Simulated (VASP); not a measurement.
Band structure of Mg (relaxed from the fcc structure, space group Fm-3m). Calculation: r2SCAN meta-GGA, VASP's PBE PAW potentials (set 64) (plane waves; VASP 6.6.1).

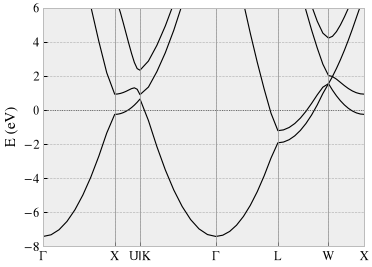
*Bands along high-symmetry lines, zero at the valence-band maximum or, without a gap, the Fermi level*

Problem. Read the plot: is there a gap, and where are the band edges?

Solution. It has no gap at this level: it comes out as a metal or semimetal.

The structure was generated: Mg was put into the fcc type (Fm-3m), which need not be its known phase. It was relaxed first.
